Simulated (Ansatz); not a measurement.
**CHFO (SMILES O=CF) at CCSD/STO-3G**

What is the vertical ionisation energy of CHFO at CCSD/STO-3G? 

The calculation is run with Ansatz 0.2.0.

73 further runs of the same task are left out: 73 set aside as unsound or not needed.

## Step 1: The system as given

CHFO has 4 atoms, charge 0, and is taken as a singlet. As SMILES, `O=CF`. Geometry: relaxed at GFN2-xTB.

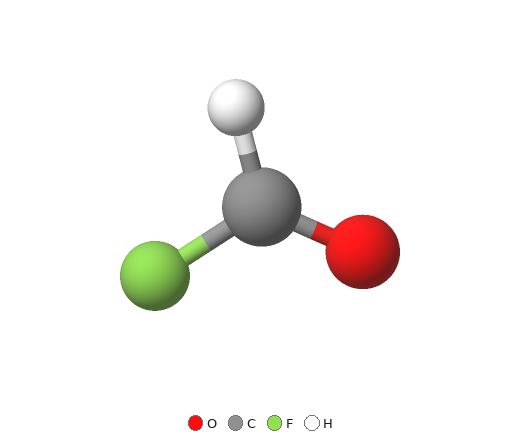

Viewed from a chosen angle; oxygen red, carbon grey, fluorine green, hydrogen white.

## Step 2: A single-point energy at CCSD/STO-3G

Input file run.yaml:

```yaml
basis:
  gaussian: {orbitals: STO-3G}
crystal:
  periodic: [false, false, false]
  atoms:
    - {symbol: O, position_ang: [-0.889680, 0.196020, 0.829980]}
    - {symbol: C, position_ang: [-0.049740, 0.073340, 0.022930]}
    - {symbol: F, position_ang: [0.584370, -1.090860, -0.181350]}
    - {symbol: H, position_ang: [0.355050, 0.821510, -0.671560]}
scf: {omitted_lower_state_checks: [cluster_reference, increment]}
accuracy: high
correlation: {method: ccsd, frozen_orbitals: {C: 1, F: 1, H: 0, O: 1}}
```

Run with:

```bash
$ ansatz run run.yaml --threads 1 --pin off --max-ram 2610MiB --events-out events.jsonl --progress --plain --runs-dir runs
```

The program printed, cut to the lines that bear on the results:

```text
Warning: RAYON_NUM_THREADS=1 ignored (pool sized by the plan → 1); use --threads N
Functional definition: HF
  name "HF"
[...]
273 factors; integrals over basis functions are off by at most 3.4e-8 eV
[...]
mean field -5709.67407563 eV, -209.8266521235 hartree, gradient 1.5e-8 eV, S^2 0.000000; 0 other end points of the search recorded, 0 dependent functions left out; unrestricted orbitals would lower it
3 core orbitals not correlated: weight in the atoms' cores, before any rotation towards them, 1.000 or more for the frozen orbitals, at most 0.000 for the correlated occupied ones
reference -5709.67407563 eV, -209.8266521235 hartree; 9, 9 occupied and 4, 4 virtual orbitals, 273 factors
second order -3.56680892 eV of doubles, -0.00000000 eV of singles
cycle   1  -3.85028312 eV  change   -2.8e-1 eV  update   7.9e-2
[...]
cycle  19  -4.14735812 eV  change   -1.0e-9 eV  update   1.3e-9
Total energy: -5713.82143376 eV, -209.9790647232 hartree
Checks for a lower state left out: cluster_reference, increment
```

Wall time 0.14 s (1 thread of Arm Neoverse V1, shared host).

## Step 3: The doublet cation at the same level

Input file run.yaml:

```yaml
crystal:
  periodic: [false, false, false]
  atoms:
    - {symbol: O, position_ang: [-0.889680, 0.196020, 0.829980]}
    - {symbol: C, position_ang: [-0.049740, 0.073340, 0.022930]}
    - {symbol: F, position_ang: [0.584370, -1.090860, -0.181350]}
    - {symbol: H, position_ang: [0.355050, 0.821510, -0.671560]}
basis:
  gaussian:
    orbitals: STO-3G
total_charge: 1
magnetization:
  spin_polarized: true
  initial_magnetization: 1
correlation:
  method: ccsd
  frozen_orbitals: {C: 1, F: 1, H: 0, O: 1}
accuracy: high
scf:
  omitted_lower_state_checks: [cluster_reference, increment]
```

Run with:

```bash
$ ansatz run run.yaml --threads 1 --pin off --max-ram 2610MiB --events-out events.jsonl --progress --plain --runs-dir runs
```

The program printed, cut to the lines that bear on the results:

```text
Warning: RAYON_NUM_THREADS=1 ignored (pool sized by the plan → 1); use --threads N
[... 2 set-up lines as earlier in the session ...]
[...]
273 factors; integrals over basis functions are off by at most 3.4e-8 eV
[...]
mean field -5701.23782006 eV, -209.5166254494 hartree, gradient 2.9e-8 eV, S^2 0.796619; 3 other end points of the search recorded, 0 dependent functions left out
3 core orbitals not correlated: weight in the atoms' cores, before any rotation towards them, 1.000 or more for the frozen orbitals, at most 0.000 for the correlated occupied ones
reference -5701.23782006 eV, -209.5166254494 hartree; 9, 8 occupied and 4, 5 virtual orbitals, 273 factors
second order -3.07635769 eV of doubles, -0.00000000 eV of singles
cycle   1  -3.41734105 eV  change   -3.4e-1 eV  update   9.6e-2
[...]
cycle  29  -3.91342348 eV  change    1.8e-9 eV  update   1.3e-9
Total energy: -5705.15124354 eV, -209.6604411096 hartree
Checks for a lower state left out: cluster_reference, increment
```

Wall time 0.32 s (1 thread of Arm Neoverse V1, shared host).

## Step 4: Outcome

Level: CCSD/STO-3G, 3 core orbitals frozen.

| quantity | value |
| --- | --- |
| singlet CHFO: total energy | -209.97906 Eh |
| singlet CHFO: correlation energy (3 core orbitals frozen) | -152.4 mEh |
| singlet CHFO: T1 diagnostic | 0.013 |
| doublet cation: total energy | -209.66044 Eh |
| doublet cation: correlation energy (3 core orbitals frozen) | -143.8 mEh |
| doublet cation: ⟨S²⟩ of the reference determinant | 0.797 |
| doublet cation: T1 diagnostic | 0.030 |
| vertical ionisation energy (to the doublet cation) | 8.670 eV |

Removing an electron at fixed nuclei costs 8.67 eV (837 kJ/mol). In a minimal basis such a difference can be off by several eV, whatever the method. The restricted solution (singlet CHFO) is unstable to spin breaking: an unrestricted one lies lower.
